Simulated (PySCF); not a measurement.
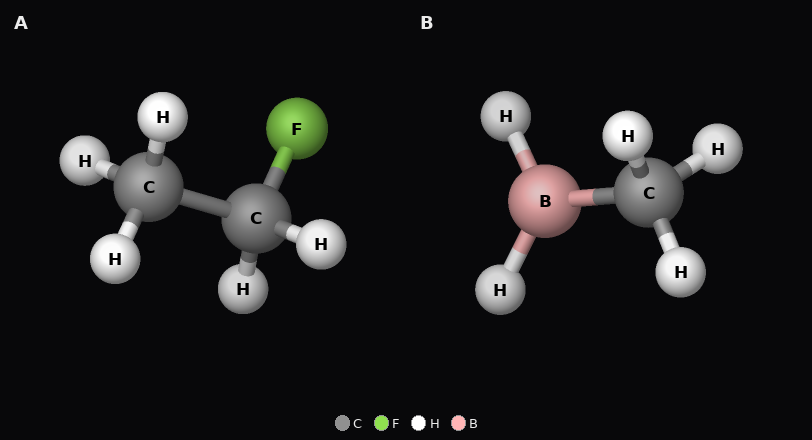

Two related species, optimised with PBE0-D3(BJ)/def2-SVP; properties computed with PySCF 2.14.0. Both: charge 0, singlet.

Question. Identify both.

Answer. A is C2H5F (CCF), B is CH5B (BC).

Compare them. With PBE0/cc-pVTZ: dipole moment (D), HOMO–LUMO gap (eV), HOMO energy (Kohn–Sham orbital) (eV).

| quantity | A | B |
| --- | --- | --- |
| dipole moment (D) | 1.75 | 0.73 |
| HOMO–LUMO gap (eV) | 10.63 | 7.68 |
| HOMO energy (Kohn–Sham orbital) (eV) | −9.24 | −8.94 |

Each is one conformer, and no frequency run is at hand to confirm it as a minimum.
